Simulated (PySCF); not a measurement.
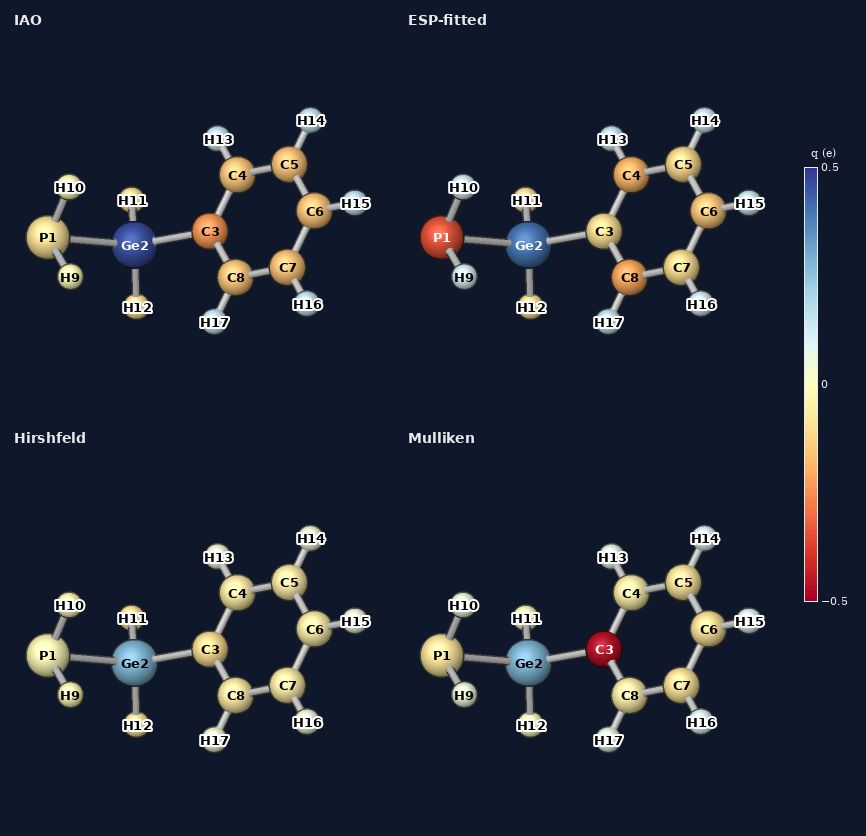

Atomic charges of one calculation by 4 schemes, on one colour scale. The computed structure is the end point of a GFN2-xTB optimisation. No frequency run is at hand to confirm it as a minimum. Computed with PBE0/pcSseg-1 (PySCF 2.14.0).

> On which atom do the schemes disagree most?

On C3 (from −0.46 to −0.09 e).

List the charges (e), one line for each set of equivalent atoms.

```tsv
atom	IAO	ESP-fitted	Hirshfeld	Mulliken
P1	−0.08	−0.34	−0.02	−0.07
Ge2	0.46	0.40	0.28	0.28
C3	−0.23	−0.09	−0.09	−0.46
C4	−0.14	−0.18	−0.05	−0.04
C5	−0.15	−0.10	−0.05	−0.07
C6	−0.15	−0.14	−0.04	−0.08
C7	−0.15	−0.09	−0.05	−0.07
C8	−0.14	−0.20	−0.05	−0.04
H9	0.00	0.11	−0.01	0.05
H10	0.00	0.12	−0.01	0.06
H11	−0.08	−0.09	−0.07	0.00
H12	−0.08	−0.08	−0.07	0.01
H13	0.15	0.15	0.04	0.08
H14	0.15	0.13	0.05	0.09
H15	0.15	0.13	0.05	0.09
H16	0.15	0.13	0.05	0.09
H17	0.14	0.15	0.04	0.08
```

The geometry is semi-empirical. Around Ge, P such bond lengths and angles can be off by a tenth of an ångström or more and by several degrees, and values that hang on the shape move with them.
